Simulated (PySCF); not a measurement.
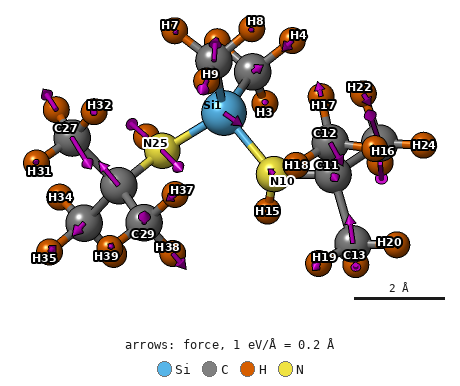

Starting geometry of C₁₀H₂₆N₂Si with the computed forces as purple arrows. A ball-and-stick model, seen at a tilt.

The start comes from GFN2-xTB. Its atoms were then displaced at random by about 0.03 Å.

All numbers below come from PySCF 2.14.0, density-fitted response routines, PBE0-D3(BJ)/def2-SVP geometry optimisation, gas phase. 

Is this structure relaxed? If not, where do the atoms go?

It isn't relaxed: the largest force vector, on a C atom, is 6.86 eV/Å. The final displacements have little in common with the starting forces (cosine between the two patterns 0.20). The energy falls by 178.8 kJ/mol in 17 geometry steps. The largest move after the best rigid fit is that of an H atom, 0.39 Å. By element the largest moves are H 0.39 Å, C 0.18 Å, Si 0.08 Å, N 0.05 Å. Among the contacts that change: C–H 0.979 → 1.101 Å, C–H 1.007 → 1.102 Å, H–N 0.923 → 1.016 Å, C–C 1.620 → 1.530 Å. Bond angles that change, for instance: C–C–H 104.5° → 110.7°, H–C–H 102.2° → 108.2°, H–C–H 113.6° → 107.9°.
